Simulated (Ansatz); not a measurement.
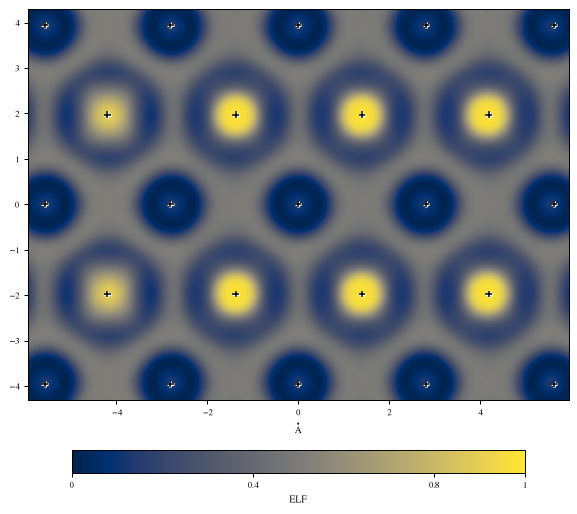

The ELF on a plane through atoms (crosses mark nuclei in the plane).

Method: Ansatz 0.2.0, DFT PBE, scalar-relativistic, plane waves, PAW.

Candidates:
A. Al4FeCo3, a = 2.80 Å, b = 2.80 Å, c = 11.20 Å, α = 90.00°, β = 90.00°, γ = 90.00°. Space group P4/mmm; a structure generated by program, which may or may not match a known phase; changed on purpose from its base cell (volume × 0.94, shape and atoms relaxed); computed pressure about 13 GPa in this cell; spin-polarised.
B. Zn2CdS3, a = 3.82 Å, b = 3.82 Å, c = 16.49 Å, α = 90.00°, β = 90.00°, γ = 90.00°. Space group I-4m2; a structure generated by program, which may or may not match a known phase; changed on purpose from its base cell (volume × 0.91, shape and atoms relaxed); computed pressure about 7 GPa in this cell.
C. VMoSe4, a = 3.33 Å, b = 3.33 Å, c = 14.18 Å, α = 90.00°, β = 90.00°, γ = 120.00°. Space group P-6m2; a structure generated by program, which may or may not match a known phase; changed on purpose from its base cell (volume × 0.97, shape and atoms relaxed); spin-polarised.

Which system is this?

Answer. Candidate A: Al4FeCo3 on the (11̄0) plane of the conventional cell, which holds Al, Co and Fe. Al–Co (2.41 Å): the ELF is about 0.40 at the midpoint. Al–Fe (2.41 Å): the ELF is about 0.40 at the midpoint.
